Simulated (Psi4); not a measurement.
**Two attempts at AlHO2 (SMILES [O]=[Al][OH])**

Wanted: the energy of AlHO2, OLCCD/3-21G (fitted SCF).

The results are computed with Psi4 1.11.

4 further runs of the same task are left out: 1 that didn't finish, 3 set aside as unsound or not needed.

## (1) The structure to begin with

The species is AlHO2 (4 atoms), meant as a singlet with charge 0. SMILES: `[O]=[Al][OH]`. The shape comes from GFN2-xTB, which is rough for such elements, and wasn't checked as a minimum.

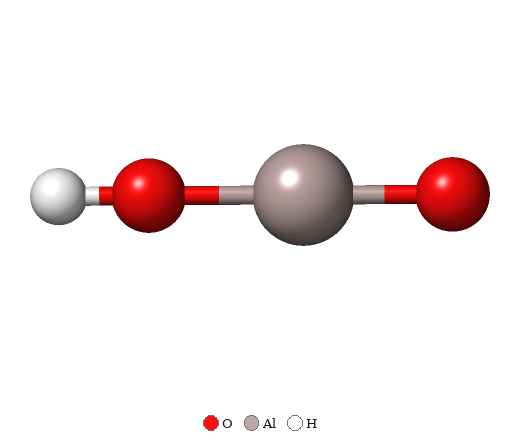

The structure, seen from a chosen angle (oxygen red, aluminium light grey, hydrogen white).

## (2) Try one

Contents of calc.in:

```
memory 1.6 GB

molecule {
  1 1
  O     -3.03457890    -2.65268415    -1.23058965
  Al    -0.89576798    -0.78436862    -0.36156130
  O      1.32044613     1.15091880     0.53876092
  H      2.60990075     2.28613397     1.05339003
  units au
  symmetry c1
}

set {
  basis 3-21G
  reference rhf
  scf_type df
  cc_type conv
}

energy('olccd')
print_variables()
```

Command:

```sh
psi4 calc.in calc.out -n 1
```

calc.out:

```text
Psi4 1.11 release

qcelemental.exceptions.ValidationError: Inconsistent or unspecified chg/mult: sys chg: None, frag chg: [1.0], sys mult: None, frag mult: [1]

Printing out the relevant lines from the Psithon --> Python processed input file:
    from psi4.driver.wrapper_database import database, db, DB_RGT, DB_RXN
    from psi4.driver.wrapper_autofrag import auto_fragments
    psi4_io = core.IOManager.shared_object()
    core.set_memory_bytes(1600000000)

--> geometry("""
      1 1
      O     -3.03457890    -2.65268415    -1.23058965
      Al    -0.89576798    -0.78436862    -0.36156130
      O      1.32044613     1.15091880     0.53876092
      H      2.60990075     2.28613397     1.05339003

!----------------------------------------------------------------------------------!
!                                                                                  !
!  Inconsistent or unspecified chg/mult: sys chg: None, frag chg: [1.0], sys mult: !
!     None, frag mult: [1]                                                         !
!                                                                                  !
!----------------------------------------------------------------------------------!

    Psi4 run time: 0:00:00.00
```

Wall time 1.6 s (1 thread of AMD EPYC 7R43 (Zen 3), shared host); peak memory 0.12 GiB.

## (3) What went wrong

The input was rejected.

The telling line is `qcelemental.exceptions.ValidationError: Inconsistent or unspecified chg/mult: sys chg: None, frag chg: [1.0], sys mult: None, frag mult: [1]`. Cause: charge and multiplicity as typed don't fit the electron count or the species meant. To mend it: charge 0 in place of 1. That is the species meant; for the charge typed, the multiplicity would have to change.

## (4) The mended input

Contents of job.inp:

```
memory 1.6 GB

molecule geom {
  0 1
  O     -3.03457890    -2.65268415    -1.23058965
  Al    -0.89576798    -0.78436862    -0.36156130
  O      1.32044613     1.15091880     0.53876092
  H      2.60990075     2.28613397     1.05339003
  units au
  symmetry c1
}

set basis 3-21G
set reference rhf
set scf_type df
set cc_type conv

energy("olccd")
```

Command:

```sh
psi4 job.inp job.out -n 1
```

job.out:

```text
[...]
  Running in c1 symmetry.
[...]
  Nuclear repulsion =   87.552351018068592
[...]
  Multiplicity = 1
[...]
  Nalpha       = 15
  Nbeta        = 15
[...]
    Number of basis functions: 33
[...]
   @DF-RHF iter   1:  -389.79464309868257   -9.99529e-01   2.36798e-02 DIIS/ADIIS
[...]
   @DF-RHF iter  12:  -390.06213464725624    3.41061e-13   1.46283e-09 DIIS
[...]
    Orbital Energies [Eh]
    ---------------------
    Doubly Occupied:
       1A    -58.069161     2A    -20.442495     3A    -20.344828
       4A     -4.888087     5A     -3.193280     6A     -3.191293
       7A     -3.191293     8A     -1.313199     9A     -1.153141
      10A     -0.735283    11A     -0.521169    12A     -0.521168
      13A     -0.420223    14A     -0.376573    15A     -0.376573
[...]
  @DF-RHF Final Energy:  -390.06213464725624
   => Energetics <=
    Nuclear Repulsion Energy =             87.5523510180685918
    One-Electron Energy =                -717.7534353854135816
    Two-Electron Energy =                 240.1389497200887320
    Total Energy =                       -390.0621346472562436
[...]
 Multipole Moments:
 ------------------------------------------------------------------------------------
     Multipole            Electronic (a.u.)      Nuclear  (a.u.)        Total (a.u.)
 ------------------------------------------------------------------------------------
 L = 1.  Multiply by 2.5417464519 to convert [e a0] to [Debye]
 Dipole X            :         -0.1025344            1.7384876            1.6359532
 Dipole Y            :         -0.0887173            1.5226856            1.4339683
 Dipole Z            :         -0.0417889            0.7016850            0.6598961
 Magnitude           :                                                    2.2733391
[...]
	SCS-MP2 Total Energy (a.u.)        :  -390.35447645990371
	SOS-MP2 Total Energy (a.u.)        :  -390.34921044261449
	SCSN-MP2 Total Energy (a.u.)       :  -390.20665488422702
[...]
	SOS-PI-MP2 Total Energy (a.u.)     :  -390.37127781692470
[...]
	MP2 Total Energy (a.u.)            :  -390.36500849448225
[...]
```

Run time: 7.5 s. Hardware: 1 thread of AMD EPYC 7R43 (Zen 3), shared host; peak memory 0.18 GiB.

## (5) What came out

Level: OLCCD/3-21G (fitted SCF).

```
                             quantity          value
                         total energy  -390.35561 Eh
  HOMO energy (Hartree–Fock orbitals)      -10.25 eV
  LUMO energy (Hartree–Fock orbitals)        1.46 eV
HOMO–LUMO gap (Hartree–Fock orbitals)       11.71 eV
                   correlation energy     -293.5 mEh
```
